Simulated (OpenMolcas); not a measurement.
## Exact exchange and the vertical ionisation energy of HfH2Cl2O2

The species is HfH2Cl2O2 (7 atoms), meant as a singlet with charge 0. SMILES: `Cl[Hf](Cl)(O)O`. The coordinates come from a PBE0-D4/def2-TZVP relaxation. This is one conformer, not always the lowest.

The vertical ionisation energy (to the doublet cation) y, in eV, basis def2-SVP with a core potential; a is the functional's share of exact exchange. Programs: OpenMolcas 26.06.

```
functional     program     a  y (eV)
       PBE  OpenMolcas     0   10.29
    r2SCAN  OpenMolcas     0   10.68
     B3LYP  OpenMolcas   0.2   10.78
      PBE0  OpenMolcas  0.25       ?
     BHLYP  OpenMolcas   0.5   11.25
```

Q: Fit y = c + s·a to the known rows and predict PBE0.

A: 
1. Means of the 4 rows: a = 0.1750, y = 10.750.
2. Σ(Δa)² = 0.1675, Σ(Δa·Δy) = 0.256, so the slope is 0.256/0.1675 = 1.5284.
3. Intercept: 10.750 − (1.5284) × 0.1750 = 10.483. The largest residual of the fit is 0.20.
4. PBE0: 10.483 + (1.5284) × 0.25 = 10.87 eV.

The run gave 10.96 eV, so the prediction is off by -0.09 eV, within the largest residual. The rows mix families of semi-local functionals, which the line can't see. Spin-orbit coupling is left out.

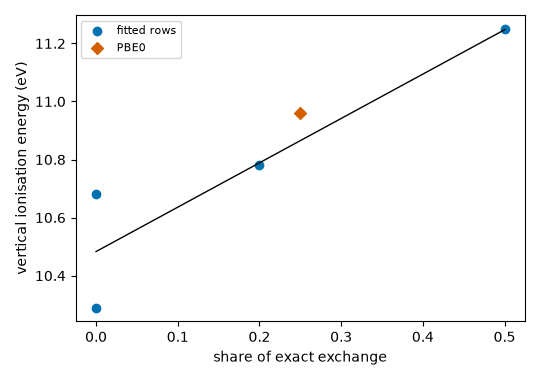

The fitted line, with the withheld row.
